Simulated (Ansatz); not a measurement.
# H2O (water), step by step

Wanted: a single-point energy (singlet H2O, B97M-V/3-21G), then the energy (doublet H, UB97M-V/3-21G), then a single-point energy (doublet H, UB97M-V/3-21G), then the energy (doublet OH, UB97M-V/3-21G), then the energy (doublet OH, UB97M-V/3-21G) of H2O and its partners. 

The results are computed with Ansatz 0.2.0.

7 further runs of the same task are left out: 7 for a known fault of the program.

### Step 1. The system as given

H2O: 3 atoms, total charge 0, spin state singlet. SMILES: `O`. Geometry: relaxed at PBE0-D4/def2-TZVP.

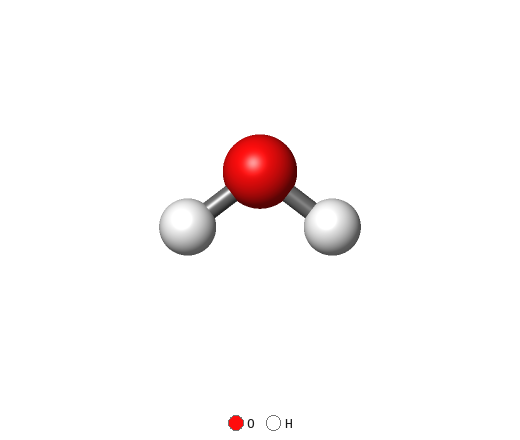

The structure, seen from a chosen angle (oxygen red, hydrogen white).

### Step 2. A single-point energy at B97M-V/3-21G (run 1)

Contents of job.yaml:

```yaml
crystal:
  periodic: [false, false, false]
  atoms:
    - {symbol: O, position_ang: [-0.302700, 0.200200, -0.140600]}
    - {symbol: H, position_ang: [0.466500, 0.548400, 0.315300]}
    - {symbol: H, position_ang: [-0.163800, -0.748600, -0.174700]}
basis:
  gaussian:
    orbitals: 3-21G.json
total_charge: 0
hamiltonian:
  xc: {name: B97M-V}
```

The basis set 3-21G is read from a file made from the Basis Set Exchange's data (not shown).

Launch:

```sh
ansatz run job.yaml --threads 1 --pin off --max-ram 2610MiB --events-out events.jsonl --progress --plain --runs-dir runs
```

Output:

```text
Warning: RAYON_NUM_THREADS=1 ignored (pool sized by the plan → 1); use --threads N
Functional definition: B97M-V
  name "B97M-V"
  parameter cx00 = 1.000
  parameter cx01 = 1.308
  parameter cx02 = 1.901
  parameter cx10 = 0.416
  parameter cx11 = 3.070
  parameter css00 = 1.000
  parameter css02 = -1.855
  parameter css10 = -5.668
  parameter css32 = -20.497
  parameter css42 = -20.364
  parameter cos00 = 1.000
  parameter cos01 = 1.573
  parameter cos03 = -6.298
  parameter cos10 = 2.535
  parameter cos32 = -6.427
  parameter b = 6.0
  parameter c = 0.01
  gx(w, u) = cx00 + cx01*u + cx02*u^2 + (cx10 + cx11*u)*w
  gss(w, u) = css00 + css02*u^2 + css10*w + (css32*w^3 + css42*w^4)*u^2
  gos(w, u) = cos00 + cos01*u + cos03*u^3 + cos10*w + cos32*w^3*u^2
  exchange = spin_sum(e_x_unif_s*gx(b97_w, b97_u_x))
  correlation = spin_sum(e_c_pw_mod_same_spin*gss(b97_w, b97_u_same))
      + integral(e_c_pw_mod_opposite_spin*gos(b97_w_opposite, b97_u_opposite)) + vv10(b, c)
133 factors; their error is unknown
mean field evaluation 1: about -2064.2204 eV, gradient 4.0e1 eV
mean field evaluation 2: about -2062.6467 eV, gradient 4.9e1 eV
mean field evaluation 4: about -2066.7088 eV, gradient 1.4e-1 eV
mean field evaluation 8: about -2066.6964 eV, gradient 1.3e-2 eV
a density is far from that of the atoms, so the factors are made again for it
139 factors; integrals over basis functions are off by at most 5.0e-5 eV
mean field evaluation 16: about -2066.6945 eV, gradient 3.8e-5 eV
mean field -2066.69447528 eV, -75.9496211109 hartree, gradient 3.8e-5 eV, S^2 0.000000; 0 other end points of the search recorded, 0 dependent functions left out
reference -2066.69449030 eV, -75.9496216625 hartree; 5, 5 occupied and 8, 8 virtual orbitals, 139 factors
Total energy: -2066.69449030 eV, -75.9496216625 hartree
```

Wall time 0.95 s (1 thread of Arm Neoverse V1, shared host).

### Step 3. The H atom: a single-point energy at UB97M-V/3-21G (run 2)

Contents of job.yaml:

```yaml
crystal:
  periodic: [false, false, false]
  atoms:
    - symbol: H
      position_ang: [-0.163800, -0.748600, -0.174700]
basis:
  gaussian:
    orbitals: 3-21G.json
magnetization:
  spin_polarized: true
  initial_magnetization: 1
hamiltonian:
  xc: {name: B97M-V}
```

The basis set 3-21G is read from a file made from the Basis Set Exchange's data (not shown).

Run the same way, it converges to -0.49391 Eh (log not shown).

### Step 4. H among ghost functions: the energy at UB97M-V/3-21G (with ghost functions) (run 3)

Contents of input.yaml:

```yaml
crystal:
  periodic: [false, false, false]
  atoms:
    - symbol: H
      position_ang: [-0.163800, -0.748600, -0.174700]
basis:
  gaussian:
    orbitals: 3-21G.json
    ghost_atoms: [{symbol: O, position_ang: [-0.302700, 0.200200, -0.140600]}, {symbol: H, position_ang: [0.466500, 0.548400, 0.315300]}]
magnetization:
  spin_polarized: true
  initial_magnetization: 1
hamiltonian:
  xc: {name: B97M-V}
```

The basis set 3-21G is read from a file made from the Basis Set Exchange's data (not shown).

Run the same way, it converges to -0.49476 Eh (log not shown).

### Step 5. OH: a single-point energy at UB97M-V/3-21G (run 4)

Contents of job.yaml:

```yaml
crystal:
  periodic: [false, false, false]
  atoms:
    - {symbol: O, position_ang: [-0.302700, 0.200200, -0.140600]}
    - {symbol: H, position_ang: [0.466500, 0.548400, 0.315300]}
basis:
  gaussian: {orbitals: 3-21G.json}
magnetization: {spin_polarized: true, initial_magnetization: 1}
hamiltonian: {xc: {name: B97M-V}}
```

The basis set 3-21G is read from a file made from the Basis Set Exchange's data (not shown).

Launch:

```sh
ansatz run job.yaml --threads 1 --pin off --max-ram 2610MiB --events-out events.jsonl --progress --plain --runs-dir runs
```

Output, shortened:

```text
Warning: RAYON_NUM_THREADS=1 ignored (pool sized by the plan → 1); use --threads N
[... 2 set-up lines as earlier in the session ...]
[...]
  gx(w, u) = cx00 + cx01*u + cx02*u^2 + (cx10 + cx11*u)*w
  gss(w, u) = css00 + css02*u^2 + css10*w + (css32*w^3 + css42*w^4)*u^2
  gos(w, u) = cos00 + cos01*u + cos03*u^3 + cos10*w + cos32*w^3*u^2
[...]
      + integral(e_c_pw_mod_opposite_spin*gos(b97_w_opposite, b97_u_opposite)) + vv10(b, c)
102 factors; integrals over basis functions are off by at most 7.2e-4 eV
[...]
mean field -2048.42109274 eV, -75.2780866886 hartree, gradient 1.3e-5 eV, S^2 0.751482; 0 other end points of the search recorded, 0 dependent functions left out
reference -2048.42110405 eV, -75.2780871040 hartree; 5, 4 occupied and 6, 7 virtual orbitals, 102 factors
Total energy: -2048.42110405 eV, -75.2780871040 hartree
```

It took 0.72 s on 1 thread of Arm Neoverse V1, shared host.

### Step 6. OH among ghost functions: the energy at UB97M-V/3-21G (with ghost functions) (run 5)

Contents of run.yaml:

```yaml
crystal:
  periodic: [false, false, false]
  atoms:
    - {symbol: O, position_ang: [-0.302700, 0.200200, -0.140600]}
    - {symbol: H, position_ang: [0.466500, 0.548400, 0.315300]}
basis:
  gaussian:
    orbitals: 3-21G.json
    ghost_atoms: [{symbol: H, position_ang: [-0.163800, -0.748600, -0.174700]}]
magnetization:
  spin_polarized: true
  initial_magnetization: 1
hamiltonian:
  xc: {name: B97M-V}
```

The basis set 3-21G is read from a file made from the Basis Set Exchange's data (not shown).

Launch:

```sh
ansatz run run.yaml --threads 1 --pin off --max-ram 2610MiB --events-out events.jsonl --progress --plain --runs-dir runs
```

Output, shortened:

```text
Warning: RAYON_NUM_THREADS=1 ignored (pool sized by the plan → 1); use --threads N
[... 2 set-up lines as earlier in the session ...]
[...]
  gx(w, u) = cx00 + cx01*u + cx02*u^2 + (cx10 + cx11*u)*w
  gss(w, u) = css00 + css02*u^2 + css10*w + (css32*w^3 + css42*w^4)*u^2
  gos(w, u) = cos00 + cos01*u + cos03*u^3 + cos10*w + cos32*w^3*u^2
[...]
      + integral(e_c_pw_mod_opposite_spin*gos(b97_w_opposite, b97_u_opposite)) + vv10(b, c)
133 factors; their error is unknown
[...]
a density is far from that of the atoms, so the factors are made again for it
132 factors; integrals over basis functions are off by at most 5.9e-4 eV
mean field -2048.73011546 eV, -75.2894430641 hartree, gradient 5.9e-6 eV, S^2 0.752237; 0 other end points of the search recorded, 0 dependent functions left out
reference -2048.73013003 eV, -75.2894435996 hartree; 5, 4 occupied and 8, 9 virtual orbitals, 132 factors
Total energy: -2048.73013003 eV, -75.2894435996 hartree
```

It took 2.5 s on 1 thread of Arm Neoverse V1, shared host.

### Step 7. Summary of results

| quantity | value |
| --- | --- |
| run 1, B97M-V/3-21G: total energy | -75.94962 Eh |
| H atom: total energy | -0.49391 Eh |
| H atom: ⟨S²⟩ | 0.750 |
| H among ghost functions: total energy | -0.49476 Eh |
| H among ghost functions: ⟨S²⟩ | 0.750 |
| OH: total energy | -75.27809 Eh |
| OH: ⟨S²⟩ | 0.751 |
| OH among ghost functions: total energy | -75.28944 Eh |
| OH among ghost functions: ⟨S²⟩ | 0.752 |
| interaction energy of the rigid parts H and OH (parts in their own basis; closest atoms 0.96 Å apart) | -4.833 eV |
| interaction energy of the rigid parts H and OH (parts in the whole basis, counterpoise; closest atoms 0.96 Å apart) | -4.501 eV |

**Reading.** The interaction energy of the rigid parts H and OH (parts in their own basis; closest atoms 0.96 Å apart) is −4.83 eV (−111 kcal/mol): the parts attract. Without counterpoise this holds the superposition error of the basis. The interaction energy of the rigid parts H and OH (parts in the whole basis, counterpoise; closest atoms 0.96 Å apart) is −4.50 eV (−434 kJ/mol): the parts attract. The basis-set superposition error is 32.0 kJ/mol.
